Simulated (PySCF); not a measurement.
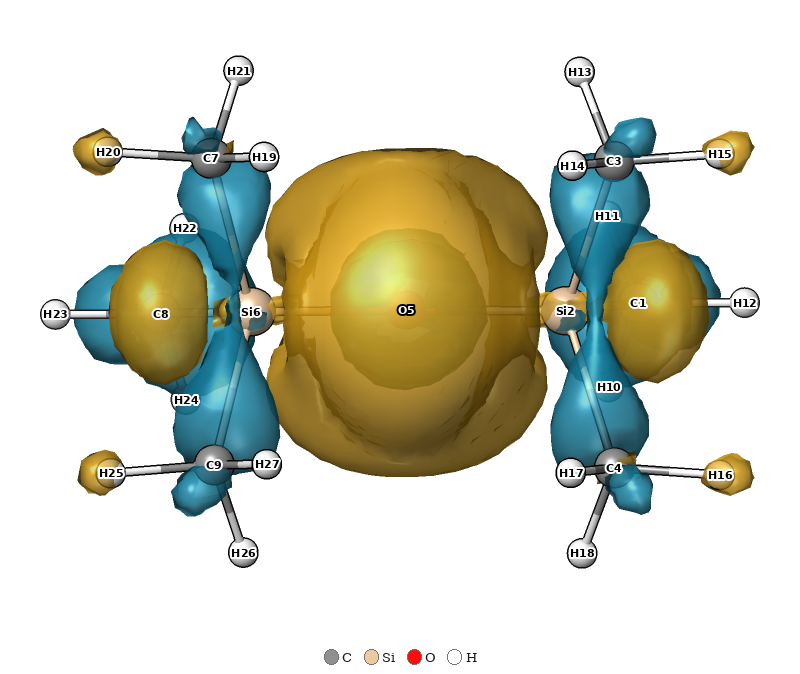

C6H18OSi2, SMILES `C[Si](C)(C)O[Si](C)(C)C`. Unrelaxed difference density of S₂ less the ground state (TDA singlet states), ±0.015 e/Å³; yellow: gain, teal: loss.

Level of theory: CAM-B3LYP/6-31G* (PySCF), at a geometry from GFN2-xTB. No frequency check shows the geometry to be a minimum. Without diffuse functions Rydberg states are missing, so the states' numbers hold for this basis only.

Cartesian coordinates (Å):

```
C1       2.4454   -0.8282   -1.5321
Si2      1.6077   -0.0160   -0.0280
C3       2.0544    1.8319    0.0967
C4       2.0531   -0.9227    1.5872
O5       0.0001   -0.1512   -0.2766
Si6     -1.6075   -0.0149   -0.0287
C7      -2.0629    1.8347    0.0101
C8      -2.4452   -0.9041   -1.4885
C9      -2.0451   -0.8467    1.6286
H10      2.1686   -1.8742   -1.6197
H11      2.1570   -0.3363   -2.4559
H12      3.5270   -0.7786   -1.4561
H13      1.7305    2.3723   -0.7877
H14      1.5759    2.2958    0.9541
H15      3.1250    1.9795    0.1984
H16      3.1210   -0.8984    1.7796
H17      1.5549   -0.4727    2.4407
H18      1.7499   -1.9645    1.5466
H19     -1.5758    2.3424    0.8372
H20     -3.1328    1.9819    0.1183
H21     -1.7532    2.3324   -0.9039
H22     -2.1663   -0.4538   -2.4361
H23     -3.5267   -0.8612   -1.4088
H24     -2.1590   -1.9505   -1.5282
H25     -3.1144   -0.8317    1.8146
H26     -1.7235   -1.8837    1.6415
H27     -1.5598   -0.3458    2.4610
```

**How does the charge move on excitation?**

0.73 e is displaced in all, of which about 0.4 e passes between atoms: O5 (0.16 e) and C1 and C8 (0.09 e each) lose electrons and Si2 and Si6 (0.11 e each) gain them. The state: 8.63 eV (144 nm), f = 0.019; the leading pair carries 96 %; hole on O5 (30 %), C1 and C8 (12 % each) and Si2 and Si6 (9 % each), electron on Si2 and Si6 (20 % each) and O5 (14 %); their centroids lie 0.4 Å apart; S₁ lies within 0.1 eV of it.
